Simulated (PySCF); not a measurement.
**C₃H₄F₄O: one change and its effect**

System: C₃H₄F₄O, SMILES COC(F)(F)C(F)F.
Method of the first run: GIAO PBE0/def2-SVP NMR shielding, non-relativistic, gas phase (PySCF 2.14.0).

The geometry comes from this level: PBE0-D3(BJ)/def2-SVP. Text and figures count atoms from 1; the logs count them from 0 in places.

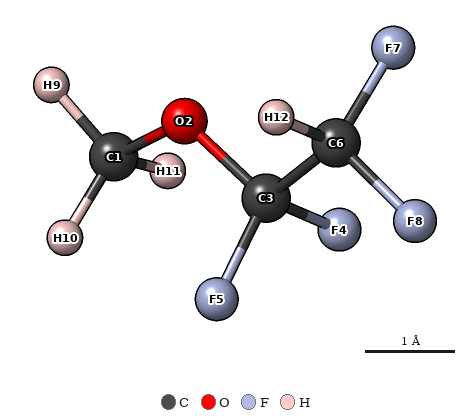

Figure 1. The structure as given in the input (ball-and-stick view, seen at a tilt; atoms are numbered from 1 in the order of the input). Bond lengths as drawn: C–C 1.53 Å, C–F 1.34 to 1.35 Å, C–H 1.10 Å and C–O 1.34 to 1.42 Å.

**Input file, the first run**
```
{"job": {"kind": "nmr", "xc": "PBE0", "basis": "def2-SVP", "pop": true}, "charge": 0, "multiplicity": 1}
C     -1.877325    -0.236412    -0.107310
O     -0.668479     0.473089     0.112585
C      0.450835    -0.262708     0.160545
F      0.617644    -1.002932    -0.953026
F      0.426204    -1.139457     1.192199
C      1.645386     0.673945     0.350838
F      1.748723     1.480929    -0.713962
F      2.763830    -0.057216     0.452727
H     -2.678960     0.510448    -0.093226
H     -2.049413    -0.974770     0.690381
H     -1.861372    -0.742918    -1.083303
H      1.510700     1.278483     1.263839
```

The first line tells a small driver script what to run in PySCF; the rest is the geometry in Å.

Hardware: 1 CPU thread, shared host.

**Output (the first run)**
```
coarse grid: 11168 points
cycle   1  E = -589.9947708340  dE =  1.259e+00  |g| = 1.073e+00  |ddm| = 3.519e+00
cycle   2  E = -589.7814115952  dE =  2.134e-01  |g| = 1.579e+00  |ddm| = 1.798e+00
cycle   3  E = -590.1914219179  dE = -4.100e-01  |g| = 5.389e-02  |ddm| = 1.093e+00
cycle   4  E = -590.1917669248  dE = -3.450e-04  |g| = 3.198e-02  |ddm| = 6.565e-02
cycle   5  E = -590.1919272736  dE = -1.603e-04  |g| = 9.871e-03  |ddm| = 2.906e-02
cycle   6  E = -590.1919437185  dE = -1.644e-05  |g| = 1.770e-03  |ddm| = 7.293e-03
cycle   7  E = -590.1919441996  dE = -4.810e-07  |g| = 4.280e-04  |ddm| = 1.469e-03
final grid: 112736 points
cycle   8  E = -590.2775482993  dE = -3.352e-05  |g| = 9.911e-03  |ddm| = 2.317e-02
cycle   9  E = -590.2775344622  dE =  1.384e-05  |g| = 1.345e-02  |ddm| = 1.546e-02
cycle  10  E = -590.2775665086  dE = -3.205e-05  |g| = 7.000e-04  |ddm| = 8.961e-03
cycle  11  E = -590.2775666094  dE = -1.008e-07  |g| = 2.077e-04  |ddm| = 7.480e-04
cycle  12  E = -590.2775666173  dE = -7.835e-09  |g| = 7.007e-05  |ddm| = 2.022e-04
cycle  13  E = -590.2775666180  dE = -7.362e-10  |g| = 1.795e-05  |ddm| = 5.445e-05
converged SCF energy = -590.2775666180

GIAO shielding tensors (ppm)
atom      isotropic    diamagn.    paramagn.     s11        s22        s33       span
  0 C      148.112     242.261     -94.149    122.537    128.305    193.493     70.956
  1 O      270.620     397.529    -126.909    213.826    282.048    315.986    102.161
  2 C       74.544     247.587    -173.043     58.958     78.910     85.765     26.807
  3 F      321.072     473.870    -152.799    224.119    351.880    387.216    163.097
  4 F      309.973     472.890    -162.917    210.118    336.430    383.370    173.252
  5 C       84.369     245.011    -160.641     66.655     88.906     97.547     30.892
  6 F      346.911     470.142    -123.231    254.744    361.829    424.161    169.417
  7 F      350.391     465.966    -115.576    257.821    365.150    428.201    170.380
  8 H       28.074      28.324      -0.250     24.006     26.006     34.211     10.205
  9 H       27.959      28.945      -0.986     23.388     26.331     34.157     10.769
 10 H       27.890      29.309      -1.419     23.233     26.396     34.039     10.806
 11 H       26.139      28.554      -2.415     24.335     25.166     28.917      4.582
```

For the second run the input was changed thus:
```diff
-"basis": "def2-SVP"
+"basis": "cc-pVDZ"
```

What does this change do to the results?

The total energy of the second run is 298.9 kcal/mol lower, which measures the change of basis and not a stability. The HOMO goes from −9.24 to −9.07 eV. The dipole moment goes from 2.61 to 2.51 D. Of all shieldings, the largest change is that of F8, by −5.0 ppm. The number of SCF iterations is the same.

**Output (the second run)**
```
coarse grid: 11168 points
cycle   1  E = -590.5501460865  dE =  1.350e+00  |g| = 1.078e+00  |ddm| = 5.974e+00
cycle   2  E = -590.3280990611  dE =  2.220e-01  |g| = 1.601e+00  |ddm| = 3.209e+00
cycle   3  E = -590.7462170098  dE = -4.181e-01  |g| = 5.714e-02  |ddm| = 1.937e+00
cycle   4  E = -590.7466117865  dE = -3.948e-04  |g| = 3.576e-02  |ddm| = 1.098e-01
cycle   5  E = -590.7468210074  dE = -2.092e-04  |g| = 9.888e-03  |ddm| = 4.956e-02
cycle   6  E = -590.7468374113  dE = -1.640e-05  |g| = 2.137e-03  |ddm| = 1.250e-02
cycle   7  E = -590.7468381045  dE = -6.932e-07  |g| = 4.749e-04  |ddm| = 2.775e-03
final grid: 112736 points
cycle   8  E = -590.7539432177  dE = -3.764e-05  |g| = 9.864e-03  |ddm| = 4.933e-02
cycle   9  E = -590.7539299851  dE =  1.323e-05  |g| = 1.336e-02  |ddm| = 2.942e-02
cycle  10  E = -590.7539615782  dE = -3.159e-05  |g| = 7.257e-04  |ddm| = 1.639e-02
cycle  11  E = -590.7539616843  dE = -1.061e-07  |g| = 2.348e-04  |ddm| = 1.484e-03
cycle  12  E = -590.7539616953  dE = -1.098e-08  |g| = 6.235e-05  |ddm| = 3.749e-04
cycle  13  E = -590.7539616958  dE = -5.650e-10  |g| = 1.995e-05  |ddm| = 9.098e-05
converged SCF energy = -590.7539616958

GIAO shielding tensors (ppm)
atom      isotropic    diamagn.    paramagn.     s11        s22        s33       span
  0 C      150.740     244.338     -93.599    125.084    130.394    196.740     71.656
  1 O      268.423     393.539    -125.116    212.912    277.681    314.676    101.765
  2 C       77.456     249.862    -172.406     63.254     81.864     87.249     23.996
  3 F      318.896     473.911    -155.015    223.285    347.766    385.637    162.351
  4 F      307.963     473.105    -165.142    209.375    332.404    382.110    172.735
  5 C       87.268     244.991    -157.723     69.553     92.277     99.975     30.422
  6 F      343.060     469.796    -126.736    250.840    358.587    419.754    168.915
  7 F      345.379     466.141    -120.761    252.573    362.797    420.769    168.196
  8 H       27.994      28.840      -0.846     24.005     25.906     34.072     10.068
  9 H       27.807      29.517      -1.710     23.176     26.112     34.134     10.958
 10 H       27.754      29.888      -2.134     23.005     26.234     34.024     11.019
 11 H       26.132      28.511      -2.379     24.271     25.191     28.935      4.664
```

**The two runs side by side**

```tsv
quantity	the first run	the second run
outcome	converged	converged
total energy (hartree)	−590.277567	−590.753962
HOMO (eV)	−9.24	−9.07
LUMO (eV)	2.08	2.08
dipole moment (D)	2.61	2.51
shielding of C1 (ppm)	148.1	150.7
shielding of O2 (ppm)	270.6	268.4
shielding of C3 (ppm)	74.5	77.5
shielding of F4 (ppm)	321.1	318.9
shielding of C6 (ppm)	84.4	87.3
shielding of F7 (ppm)	346.9	343.1
shielding of F8 (ppm)	350.4	345.4
SCF iterations	13	13
basis functions	132	132
wall time (shared host)	7.8 s	8.5 s
```
